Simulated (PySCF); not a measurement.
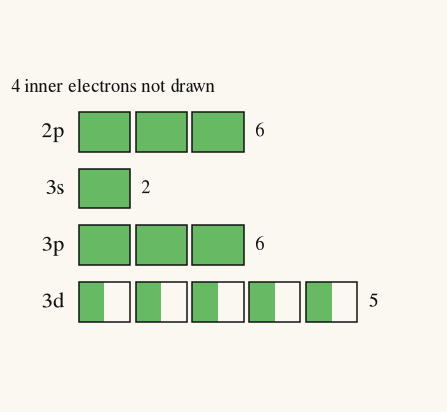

The outer shells of the nominal configuration: a box for each of the 2l + 1 orbitals, shaded by the share of the shell that is filled, with the electron count at the right.

## Run report: Fe³⁺, atomic calculation

- system: Fe³⁺, configuration 1s2 2s2 2p6 3s2 3p6 3d5, multiplicity 6.
- method: unrestricted CCSD(T), x2c-TZVPPall, spin-free X2C-1e, Gaussian nucleus (PySCF)

### Input file
```python
from pyscf import gto, scf, dft, mp, cc
import basis_set_exchange as bse
mol = gto.M(atom="Fe 0 0 0", charge=3, spin=5, symmetry="D2h",
            basis=gto.basis.parse(bse.get_basis("x2c-TZVPPall", elements=["Fe"], fmt="nwchem")),
            nucmod="G")
mf = scf.UHF(mol).sfx2c1e()
mf.irrep_nelec = {'Ag': (5, 3), 'B1g': (1, 0), 'B2g': (1, 0), 'B3g': (1, 0), 'B1u': (2, 2), 'B2u': (2, 2), 'B3u': (2, 2)}
mf.kernel()
mycc = cc.CCSD(mf, frozen=9).run()
mycc.ccsd_t()
```

The script is an equivalent of what the driver set up; the driver started from orbitals of its own, so the log can be shorter than this script's would be, and it computed the properties (radii, ⟨L²⟩, response) afterwards. It held the occupations shell by shell, which the script's counts by irreducible representation don't always enforce.

### Log (extracts)
```
CC2 = 0
CCSD nocc = (np.int64(5), np.int64(0)), nmo = (55, 55)
frozen orbitals [[0, 1, 2, 3, 4, 5, 6, 7, 8], [0, 1, 2, 3, 4, 5, 6, 7, 8]]
max_cycle = 100
direct = 0
conv_tol = 1e-08
conv_tol_normt = 1e-06
diis_space = 8
diis_start_cycle = 0
Init t2, MP2 energy = -0.0640029116426393
Init E_corr(UCCSD) = -0.0640029116433826
cycle = 1  E_corr(UCCSD) = -0.068165218995202  dE = -0.00416230735  norm(t1,t2) = 0.00884499
cycle = 2  E_corr(UCCSD) = -0.0685153805720261  dE = -0.000350161577  norm(t1,t2) = 0.0017112
cycle = 3  E_corr(UCCSD) = -0.0685736114851372  dE = -5.82309131e-05  norm(t1,t2) = 0.000446179
cycle = 4  E_corr(UCCSD) = -0.0685694970647388  dE = 4.1144204e-06  norm(t1,t2) = 1.70946e-05
cycle = 5  E_corr(UCCSD) = -0.0685695701346139  dE = -7.30698751e-08  norm(t1,t2) = 1.8794e-06
cycle = 6  E_corr(UCCSD) = -0.0685695826781677  dE = -1.25435538e-08  norm(t1,t2) = 1.60639e-07
cycle = 7  E_corr(UCCSD) = -0.068569582351518  dE = 3.26649721e-10  norm(t1,t2) = 1.43776e-08
UCCSD converged
E(UCCSD) = -1269.567260162914  E_corr = -0.06856958235151797
UCCSD(T) correction = -0.000440943784482429
```

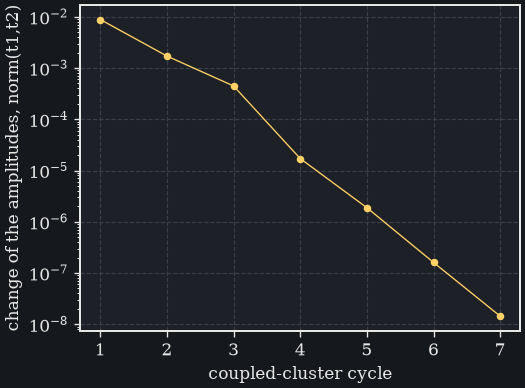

Convergence: change of the amplitudes, norm(t1,t2) against the coupled-cluster cycle. The residual falls at every step. It goes from 0.0088 to 1.4×10⁻⁸ in 7 steps.

### Key numbers

| quantity | value |
| --- | --- |
| outcome | converged |
| total energy | −1269.5677 hartree |
| CCSD correlation | −0.068570 hartree |
| (T) correction | −0.000441 hartree |
| CCSD energy | −1269.5673 hartree |
| T1 diagnostic | 0.002 |
| hardware | 1 CPU thread, shared host |
| CPU time | 3.2 s (integrals apart) |
